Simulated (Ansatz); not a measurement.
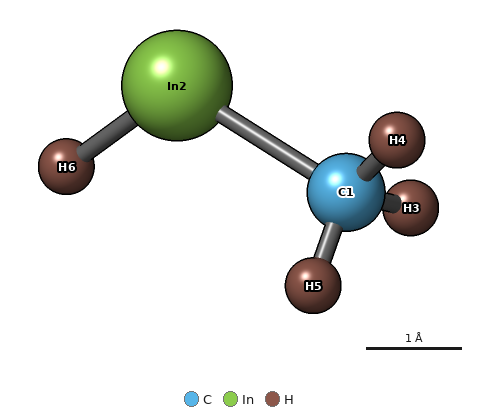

*The structure as given in the input (ball-and-stick view, seen at a tilt; atoms are numbered from 1 in the order of the input). Sticks mark near contacts.*

# CH$_{4}$In: geometry relaxation

System: CH$_{4}$In, multiplicity 2.
Method: UKS PBE0-D4/def2-TZVP (Ansatz 0.2.0).

Figures and captions count atoms from 1; the log counts them from 0 in places.

Log
```
Functional definition: PBE0
  name "PBE0"
  cite "Adamo & Barone, J. Chem. Phys. 110, 6158 (1999) doi:10.1063/1.478522"
  cite "Perdew, Burke & Ernzerhof, Phys. Rev. Lett. 77, 3865 (1996) doi:10.1103/PhysRevLett.77.3865"
  parent pbe
  parameter a = 0.25
  parameter kappa = 0.804
  parameter beta = 0.06672455060314922
  exchange = (1 - a)*pbe_x(kappa = kappa, mu = beta*pi^2/3) + a*exact_x
  correlation = pbe_c(beta = beta)
837 factors; their error is unknown
mean field evaluation 1: about -6266.1884 eV, gradient 3.9e1 eV
mean field evaluation 2: about -6255.0124 eV, gradient 5.4e1 eV
mean field evaluation 4: about -6273.6791 eV, gradient 2.3e0 eV
mean field evaluation 8: about -6273.7024 eV, gradient 5.4e-2 eV
mean field evaluation 16: about -6273.7458 eV, gradient 2.4e-4 eV
mean field -6273.74575530 eV, -230.5559040098 hartree, gradient 3.4e-5 eV, S^2 0.753910; 0 other end points of the search recorded, 0 dependent functions left out
the calculation of the forces begins
reference -6273.74579616 eV, -230.5559055112 hartree; 16, 15 occupied and 89, 90 virtual orbitals, 837 factors
relax step   1: F+E_penalty+E_count = -6273.81341355 eV  Δ(F+E_penalty+E_count) = +0.000e0 eV  max|allowed force component| = 4.809e-1 eV/Å  Δτ_max = 0.0000 Å  (29 SCF iters, accepted)
these checks for a lower state are left out or cut short: starts, cluster_reference, orbital_swaps, neighbouring_geometries, increment
837 factors; their error is unknown
mean field -6273.77020767 eV, -230.5568026177 hartree, gradient 2.3e-5 eV, S^2 0.753120; 0 other end points of the search recorded, 0 dependent functions left out
the calculation of the forces begins
reference -6273.77024890 eV, -230.5568041330 hartree; 16, 15 occupied and 89, 90 virtual orbitals, 837 factors
relax step   2: F+E_penalty+E_count = -6273.83833446 eV  Δ(F+E_penalty+E_count) = -2.492e-2 eV  max|allowed force component| = 1.609e-1 eV/Å  Δτ_max = 0.0663 Å  (33 SCF iters, accepted)
these checks for a lower state are left out or cut short: starts, cluster_reference, orbital_swaps, neighbouring_geometries, increment
837 factors; their error is unknown
mean field evaluation 32: about -6273.7735 eV, gradient 2.1e-5 eV
mean field -6273.77353869 eV, -230.5569250304 hartree, gradient 2.1e-5 eV, S^2 0.753241; 0 other end points of the search recorded, 0 dependent functions left out
the calculation of the forces begins
reference -6273.77358004 eV, -230.5569265501 hartree; 16, 15 occupied and 89, 90 virtual orbitals, 837 factors
relax step   3: F+E_penalty+E_count = -6273.84146291 eV  Δ(F+E_penalty+E_count) = -3.128e-3 eV  max|allowed force component| = 6.630e-2 eV/Å  Δτ_max = 0.0350 Å  (34 SCF iters, accepted)
these checks for a lower state are left out or cut short: starts, cluster_reference, orbital_swaps, neighbouring_geometries, increment
837 factors; their error is unknown
mean field -6273.77411464 eV, -230.5569461962 hartree, gradient 2.0e-5 eV, S^2 0.753273; 0 other end points of the search recorded, 0 dependent functions left out
the calculation of the forces begins
reference -6273.77415590 eV, -230.5569477123 hartree; 16, 15 occupied and 89, 90 virtual orbitals, 837 factors
relax step   4: F+E_penalty+E_count = -6273.84205199 eV  Δ(F+E_penalty+E_count) = -5.891e-4 eV  max|allowed force component| = 1.070e-2 eV/Å  Δτ_max = 0.0096 Å  (33 SCF iters, accepted)
these checks for a lower state are left out or cut short: starts, cluster_reference, orbital_swaps, neighbouring_geometries, increment
837 factors; their error is unknown
mean field -6273.77412435 eV, -230.5569465529 hartree, gradient 2.0e-5 eV, S^2 0.753267; 0 other end points of the search recorded, 0 dependent functions left out
the calculation of the forces begins
reference -6273.77416560 eV, -230.5569480690 hartree; 16, 15 occupied and 89, 90 virtual orbitals, 837 factors
relax step   5: F+E_penalty+E_count = -6273.84207106 eV  Δ(F+E_penalty+E_count) = -1.907e-5 eV  max|allowed force component| = 8.193e-3 eV/Å  Δτ_max = 0.0017 Å  (26 SCF iters, accepted)
these checks for a lower state are left out or cut short: starts, cluster_reference, orbital_swaps, neighbouring_geometries, increment
837 factors; their error is unknown
mean field -6273.77423557 eV, -230.5569506403 hartree, gradient 1.6e-5 eV, S^2 0.753271; 0 other end points of the search recorded, 0 dependent functions left out
the calculation of the forces begins
reference -6273.77427679 eV, -230.5569521552 hartree; 16, 15 occupied and 89, 90 virtual orbitals, 837 factors
relax step   6: F+E_penalty+E_count = -6273.84218630 eV  Δ(F+E_penalty+E_count) = -1.152e-4 eV  max|allowed force component| = 2.213e-3 eV/Å  Δτ_max = 0.0193 Å  (34 SCF iters, accepted)
these checks for a lower state are left out or cut short: starts, cluster_reference, orbital_swaps, neighbouring_geometries, increment
837 factors; their error is unknown
mean field -6273.77403114 eV, -230.5569431276 hartree, gradient 2.2e-5 eV, S^2 0.753350; 0 other end points of the search recorded, 0 dependent functions left out
the calculation of the forces begins
reference -6273.77407219 eV, -230.5569446361 hartree; 16, 15 occupied and 89, 90 virtual orbitals, 837 factors
relax step   7: F+E_penalty+E_count = -6273.84198764 eV  Δ(F+E_penalty+E_count) = +1.987e-4 eV  max|allowed force component| = 6.760e-2 eV/Å  Δτ_max = 0.0849 Å  (32 SCF iters, rejected (line search))
these checks for a lower state are left out or cut short: starts, cluster_reference, orbital_swaps, neighbouring_geometries, increment
837 factors; their error is unknown
mean field evaluation 64: about -6273.7744 eV, gradient 2.4e-4 eV
mean field -6273.77438199 eV, -230.5569560211 hartree, gradient 2.3e-5 eV, S^2 0.753284; 0 other end points of the search recorded, 0 dependent functions left out
the calculation of the forces begins
reference -6273.77442317 eV, -230.5569575346 hartree; 16, 15 occupied and 89, 90 virtual orbitals, 837 factors
relax step   8: F+E_penalty+E_count = -6273.84232623 eV  Δ(F+E_penalty+E_count) = -1.399e-4 eV  max|allowed force component| = 1.096e-2 eV/Å  Δτ_max = 0.0414 Å  (33 SCF iters, accepted)
these checks for a lower state are left out or cut short: starts, cluster_reference, orbital_swaps, neighbouring_geometries, increment
837 factors; their error is unknown
mean field -6273.77438019 eV, -230.5569559552 hartree, gradient 1.8e-5 eV, S^2 0.753298; 0 other end points of the search recorded, 0 dependent functions left out
the calculation of the forces begins
reference -6273.77442130 eV, -230.5569574658 hartree; 16, 15 occupied and 89, 90 virtual orbitals, 837 factors
relax step   9: F+E_penalty+E_count = -6273.84234426 eV  Δ(F+E_penalty+E_count) = -1.803e-5 eV  max|allowed force component| = 1.702e-2 eV/Å  Δτ_max = 0.0237 Å  (33 SCF iters, accepted)
these checks for a lower state are left out or cut short: starts, cluster_reference, orbital_swaps, neighbouring_geometries, increment
837 factors; their error is unknown
mean field -6273.77441811 eV, -230.5569573487 hartree, gradient 1.2e-5 eV, S^2 0.753287; 0 other end points of the search recorded, 0 dependent functions left out
the calculation of the forces begins
reference -6273.77445927 eV, -230.5569588610 hartree; 16, 15 occupied and 89, 90 virtual orbitals, 837 factors
relax step  10: F+E_penalty+E_count = -6273.84236553 eV  Δ(F+E_penalty+E_count) = -2.127e-5 eV  max|allowed force component| = 7.669e-3 eV/Å  Δτ_max = 0.0060 Å  (28 SCF iters, accepted)
these checks for a lower state are left out or cut short: starts, cluster_reference, orbital_swaps, neighbouring_geometries, increment
837 factors; their error is unknown
mean field -6273.77442642 eV, -230.5569576540 hartree, gradient 2.6e-5 eV, S^2 0.753276; 0 other end points of the search recorded, 0 dependent functions left out
the calculation of the forces begins
reference -6273.77446758 eV, -230.5569591663 hartree; 16, 15 occupied and 89, 90 virtual orbitals, 837 factors
relax step  11: F+E_penalty+E_count = -6273.84238220 eV  Δ(F+E_penalty+E_count) = -1.667e-5 eV  max|allowed force component| = 1.201e-3 eV/Å  Δτ_max = 0.0018 Å  (26 SCF iters, accepted)
837 factors; their error is unknown
mean field evaluation 96: about -6273.7312 eV, gradient 4.7e-2 eV
```

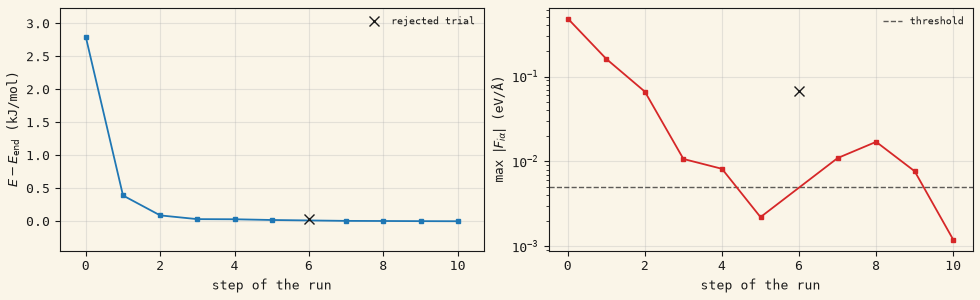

*Progress of the relaxation, step by step (the first geometry is step 0 here and step 1 in the log).*

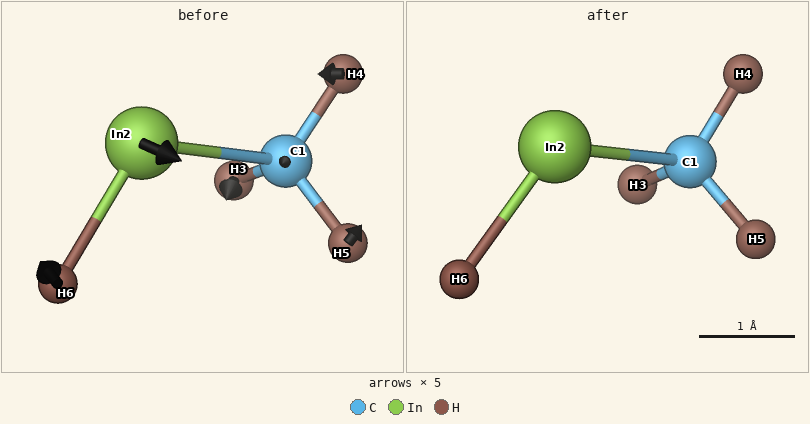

*Before (left) and after (right) the relaxation, at one scale (ball-and-stick view, seen at a tilt). The black arrows give the displacements, magnified 5 times.*

The energy falls by 2.79 kJ/mol in 10 geometry steps. Largest force component: 0.48 eV/Å at the start, 0.0012 eV/Å at the end. The line search rejected the trial step at point 6 (counted from 0) and went back. The largest moves after the best rigid fit, 0.10 Å, are those of In2 and H6. Largest moves by element: In 0.10 Å, H 0.10 Å, C 0.02 Å. Among the contacts that change: C1–In2 2.234 → 2.189 Å, In2–H6 1.805 → 1.770 Å, C1–H3 1.109 → 1.093 Å, C1–H4 1.105 → 1.088 Å. (Atoms are counted from 1 in the order of the input.)

```
mean field -6273.77442642 eV, -230.5569576540 hartree, gradient 2.7e-5 eV, S^2 0.753276; 1 other end points of the search recorded, 0 dependent functions left out
the calculation of the forces begins
reference -6273.77446758 eV, -230.5569591663 hartree; 16, 15 occupied and 89, 90 virtual orbitals, 837 factors
Total energy: -6273.84242335 eV, -230.5594564950 hartree
Atom 0 at     0.022751    -1.192051     0.207816 Å, force    -0.000006     0.001201    -0.000023 eV/Å
Atom 1 at    -0.095722     0.985938     0.025387 Å, force     0.000114    -0.000732     0.000143 eV/Å
Atom 2 at    -0.879893    -1.545747     0.712079 Å, force    -0.000160    -0.000079     0.000046 eV/Å
Atom 3 at     0.113566    -1.675946    -0.762841 Å, force    -0.000077    -0.000014    -0.000009 eV/Å
Atom 4 at     0.889359    -1.440307     0.825441 Å, force     0.000200    -0.000162     0.000020 eV/Å
Atom 5 at    -0.236796     1.971411     1.488370 Å, force    -0.000070    -0.000214    -0.000178 eV/Å
Dipole moment:     0.011216    -0.121093    -0.071857 e Å
```

Trajectory as extended XYZ (Å, eV, eV/Å), 11 frames, from step=1 to step=11
```
6
Properties=species:S:1:pos:R:3:forces:R:3 step=1 energy=-6273.81341
C     0.0181   -1.2075    0.2031   -0.0054  -0.1138   0.0447
In   -0.1947    1.0077    0.0120    0.0511  -0.2325   0.2699
H    -0.9072   -1.5944    0.6774    0.4570   0.1747  -0.2219
H     0.1645   -1.6971   -0.7766   -0.0689   0.2544   0.4809
H     0.8812   -1.4152    0.8676   -0.4240   0.0852  -0.3245
H    -0.1487    2.0097    1.5127   -0.0099  -0.1680  -0.2490
6
Properties=species:S:1:pos:R:3:forces:R:3 step=2 energy=-6273.83833
C     0.0158   -1.1868    0.2145    0.0142  -0.1609  -0.0412
In   -0.1877    0.9769    0.0235   -0.0066  -0.0355  -0.1002
H    -0.8967   -1.5812    0.6792    0.1307   0.0424  -0.0637
H     0.1594   -1.6535   -0.7633   -0.0180   0.0096   0.1583
H     0.8706   -1.4062    0.8657   -0.1190   0.0178  -0.0914
H    -0.1481    1.9540    1.4767   -0.0013   0.1266   0.1382
6
Properties=species:S:1:pos:R:3:forces:R:3 step=3 energy=-6273.84146
C     0.0171   -1.1934    0.2049    0.0020  -0.0184   0.0324
In   -0.1855    0.9778    0.0364   -0.0014   0.0096  -0.0663
H    -0.8911   -1.5816    0.6730    0.0011  -0.0077   0.0068
H     0.1590   -1.6764   -0.7605   -0.0034   0.0386  -0.0031
H     0.8669   -1.4104    0.8562    0.0014  -0.0150   0.0036
H    -0.1532    1.9873    1.4862    0.0004  -0.0072   0.0266
6
Properties=species:S:1:pos:R:3:forces:R:3 step=4 energy=-6273.84205
C     0.0173   -1.1925    0.2092   -0.0012  -0.0107   0.0039
In   -0.1854    0.9798    0.0276    0.0045  -0.0045   0.0048
H    -0.8909   -1.5836    0.6754    0.0044   0.0065  -0.0028
H     0.1579   -1.6669   -0.7605   -0.0012   0.0033   0.0035
H     0.8678   -1.4152    0.8582   -0.0044   0.0082  -0.0067
H    -0.1534    1.9817    1.4863   -0.0021  -0.0028  -0.0028
6
Properties=species:S:1:pos:R:3:forces:R:3 step=5 energy=-6273.84207
C     0.0173   -1.1924    0.2090   -0.0022  -0.0082   0.0015
In   -0.1844    0.9793    0.0276    0.0034   0.0010  -0.0007
H    -0.8909   -1.5823    0.6757    0.0015   0.0024   0.0000
H     0.1575   -1.6674   -0.7603   -0.0006   0.0017   0.0009
H     0.8679   -1.4140    0.8579    0.0000   0.0033  -0.0024
H    -0.1541    1.9802    1.4864   -0.0020  -0.0002   0.0008
6
Properties=species:S:1:pos:R:3:forces:R:3 step=6 energy=-6273.84219
C     0.0182   -1.1923    0.2085    0.0002  -0.0022  -0.0014
In   -0.1653    0.9810    0.0258    0.0022  -0.0001  -0.0001
H    -0.8889   -1.5743    0.6837   -0.0009   0.0010   0.0011
H     0.1483   -1.6702   -0.7607   -0.0012   0.0005  -0.0002
H     0.8725   -1.4183    0.8510    0.0015   0.0008   0.0002
H    -0.1716    1.9774    1.4880   -0.0017   0.0000   0.0004
6
Properties=species:S:1:pos:R:3:forces:R:3 step=7 energy=-6273.84199 accepted=F
C     0.0235   -1.1922    0.2070   -0.0051  -0.0145  -0.0041
In   -0.0809    0.9877    0.0201   -0.0075   0.0230   0.0676
H    -0.8794   -1.5378    0.7189    0.0364   0.0094  -0.0199
H     0.1068   -1.6802   -0.7634   -0.0051   0.0126   0.0322
H     0.8937   -1.4421    0.8205   -0.0256   0.0027  -0.0142
H    -0.2504    1.9679    1.4930    0.0069  -0.0332  -0.0616
6
Properties=species:S:1:pos:R:3:forces:R:3 step=8 energy=-6273.84233
C     0.0210   -1.1929    0.2081   -0.0006  -0.0029  -0.0019
In   -0.1240    0.9837    0.0251    0.0005   0.0060   0.0082
H    -0.8843   -1.5576    0.7005    0.0110   0.0019  -0.0035
H     0.1278   -1.6740   -0.7626   -0.0020   0.0035   0.0109
H     0.8832   -1.4318    0.8359   -0.0089   0.0004  -0.0043
H    -0.2104    1.9759    1.4893    0.0000  -0.0089  -0.0093
6
Properties=species:S:1:pos:R:3:forces:R:3 step=9 energy=-6273.84234
C     0.0224   -1.1917    0.2075   -0.0026  -0.0020  -0.0070
In   -0.1006    0.9865    0.0224   -0.0007  -0.0015   0.0170
H    -0.8813   -1.5460    0.7103    0.0107   0.0027  -0.0032
H     0.1162   -1.6777   -0.7622   -0.0010   0.0053   0.0094
H     0.8884   -1.4364    0.8277   -0.0070  -0.0003  -0.0025
H    -0.2319    1.9686    1.4905    0.0007  -0.0042  -0.0137
6
Properties=species:S:1:pos:R:3:forces:R:3 step=10 energy=-6273.84237
C     0.0228   -1.1925    0.2072   -0.0040   0.0044   0.0027
In   -0.0967    0.9860    0.0258   -0.0003   0.0012   0.0024
H    -0.8802   -1.5458    0.7114    0.0040  -0.0007   0.0000
H     0.1141   -1.6777   -0.7629    0.0002   0.0057   0.0012
H     0.8893   -1.4394    0.8255   -0.0006  -0.0030   0.0008
H    -0.2360    1.9727    1.4893    0.0007  -0.0077  -0.0070
6
Properties=species:S:1:pos:R:3:forces:R:3 step=11 energy=-6273.84238
C     0.0228   -1.1921    0.2078    0.0000   0.0012   0.0000
In   -0.0957    0.9859    0.0254    0.0001  -0.0007   0.0001
H    -0.8799   -1.5457    0.7121   -0.0002  -0.0001   0.0000
H     0.1136   -1.6759   -0.7628   -0.0001   0.0000   0.0000
H     0.8894   -1.4403    0.8254    0.0002  -0.0002   0.0000
H    -0.2368    1.9714    1.4884   -0.0001  -0.0002  -0.0002
```

The run was set up as follows.

The input
```yaml
crystal:
  periodic: [false, false, false]
  atoms:
    - {symbol: C, position_ang: [0.018112, -1.207504, 0.203086]}
    - {symbol: In, position_ang: [-0.194670, 1.007654, 0.012033]}
    - {symbol: H, position_ang: [-0.907204, -1.594362, 0.677384]}
    - {symbol: H, position_ang: [0.164455, -1.697062, -0.776632]}
    - {symbol: H, position_ang: [0.881225, -1.415176, 0.867632]}
    - {symbol: H, position_ang: [-0.148653, 2.009747, 1.512749]}
basis:
  gaussian: {orbitals: def2-TZVP}
magnetization: {spin_polarized: true, initial_magnetization: 1}
hamiltonian: {xc: pbe0, dispersion: d4}
relax: {f_tol: 0.005, max_steps: 200}
```

Run as:
```bash
ansatz run in.yaml --threads 2 --pin off --events-out ev --progress --plain --max-ram 4352MiB
```

Results in brief

| quantity | value |
| --- | --- |
| outcome | converged |
| total energy | −6273.8424 eV |
| mean-field energy | −6273.7745 eV |
| dispersion energy | −0.0680 eV |
| ⟨S²⟩ | 0.753 |
| SCF solution under orbital rotations | stable |
| largest force (length of the vector) at the end | 0.001 eV/Å |
| dipole moment | 0.68 D |
| hardware | 2 threads of Arm Neoverse V2, 23 GiB of memory available, shared host |
| wall time | 22 s (CPU time 42 s) |
| peak memory | 0.21 GiB |
